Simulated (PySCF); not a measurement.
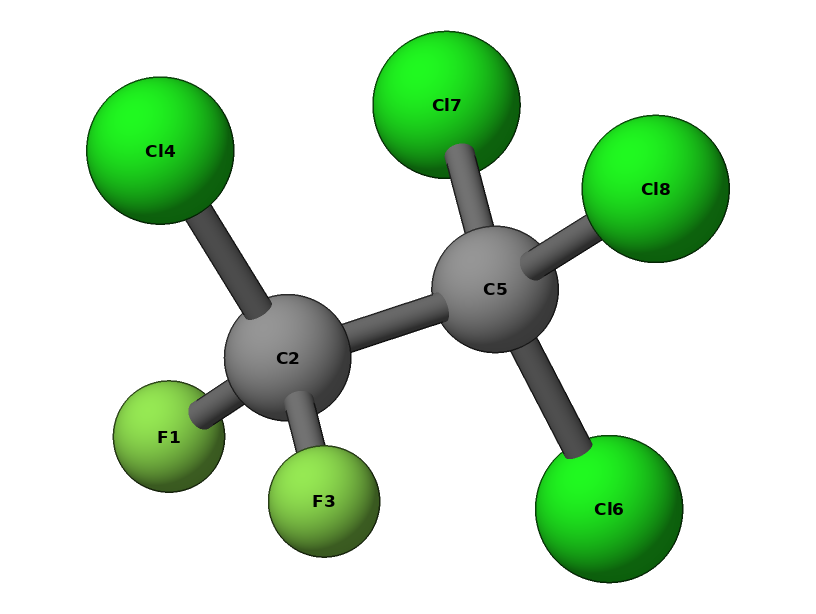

The questions are on isotropic NMR shieldings of the C atoms. The computed structure is the end point of a PBE0-D3(BJ)/def2-SVP optimisation. No frequency run is at hand to confirm it as a minimum. Level of theory: GIAO PBE0/pcSseg-1 NMR shielding, non-relativistic, gas phase (PySCF 2.14.0).

List the isotropic NMR shieldings of the C atoms.

```
atom  σ (ppm)
  C2     49.5
  C5     64.7
```
